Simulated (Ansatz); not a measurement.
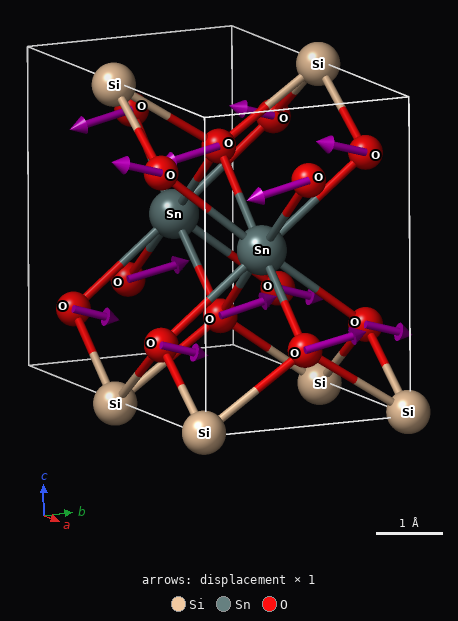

A relaxation of crystalline SiSnO4 (built on the NaHoF4-123 type type). The starting structure is drawn; purple arrows show the displacements (the part carried along by the change of the cell is left out), at their true length.

A ball-and-stick model of the cell of the calculation, seen slightly off an axis.

Case: shaken.

The calculation used DFT, PBEsol, plane waves, PAW (Ansatz).

Input file:
```yaml
crystal:
  lattice:
    - [6.7400645317, -0.0391240543, -0.0372015389]
    - [-0.0195620271, 3.4147368853, 0.0357749689]
    - [-0.0266763826, 0.0513068429, 4.9248045776]
  atoms:
    - { symbol: Si, position: [-0.0096102838, -0.0013268404, 0.0095563033] }
    - { symbol: Sn, position: [0.2576554832, 0.490826641, 0.5007516445] }
    - { symbol: O, position: [0.2525715401, -0.0172377166, 0.7748762918] }
    - { symbol: O, position: [-0.0040301696, 0.4903371513, 0.2370527716] }
    - { symbol: O, position: [0.2506411327, 0.0026880615, 0.2328721582] }
    - { symbol: O, position: [0.0009565814, 0.5072088909, 0.7699572252] }
    - { symbol: Si, position: [0.4992142245, -0.0102217128, -0.0077346277] }
    - { symbol: Sn, position: [0.7496585198, 0.493857959, 0.4959937235] }
    - { symbol: O, position: [0.7423950563, 0.0090891213, 0.7679333644] }
    - { symbol: O, position: [0.4980556113, 0.5066468879, 0.2335541994] }
    - { symbol: O, position: [0.7510929474, -0.0013836781, 0.23098232] }
    - { symbol: O, position: [0.5018643796, 0.4997559286, 0.7671971996] }
kpoints:
  mp_grid: { grid: [4, 6, 4] }
hamiltonian:
  xc: pbesol
scf:
  occupations: { method: fermi_dirac, width: 0.05 }
relax:
  f_tol: 0.01
  cell: {}
  max_steps: 120
```

Question: Which element moves most?

Answer: Oxygen: up to 1.06 Å, against 0.06 Å for silicon.

Question: What did the optimiser do to the structure, and how much energy did it gain?

Answer: The largest move relative to the cell is that of O6, 1.06 Å roughly along [0 −3 −1]. Largest moves by element: O 1.06 Å, Si 0.06 Å, Sn 0.06 Å. The volume changes by +5.1 %, with a 6.740 → 5.905 Å (−12.4 %), b 3.415 → 4.492 Å (+31.5 %), c 4.925 → 4.492 Å (−8.8 %), α 88.8° → 88.5°, β 90.6° → 90.0°, γ 90.7° → 90.0°. Among the contacts that change: Si7–O12 2.027 → 3.498 Å, Si1–O4 2.038 → 3.498 Å, Si1–O6 2.074 → 3.498 Å, Si7–O10 2.149 → 3.498 Å. Bonds break: Si1–O4 (2.04 → 3.50 Å), Si1–O6 (2.07 → 3.50 Å), Si7–O10 (2.15 → 3.50 Å), Si7–O12 (2.03 → 3.50 Å). Among the angles between lasting bonds that change: Si1–O4–Sn8 107.4° → 133.0°, Si1–O6–Sn8 107.6° → 133.0°, O9–Sn8–O12 65.2° → 90.0°. The space group (tolerance 0.01 Å) goes from P1 (No. 1) to Cmmm (No. 65). After 25 accepted moves (32 points after the start) the energy has fallen by 7.797 eV per cell of the calculation. Largest force component: 1.1 eV/Å at the start, 0.0013 eV/Å at the end. Pressure: 0.06 GPa at the start and 0.01 GPa at the end. The line search rejected the trial steps at points 11, 15, 27 of the run. At 4 points the geometry stayed and the basis and grid were re-selected for the new cell (energy shift of 0.714 eV per cell of the calculation at most each time). The run took 110 s on 1 × NVIDIA H100 80GB HBM3 with 2 threads of AMD EPYC 7R13 Processor (Zen 3) (shared host), peak memory 1.3 GiB.
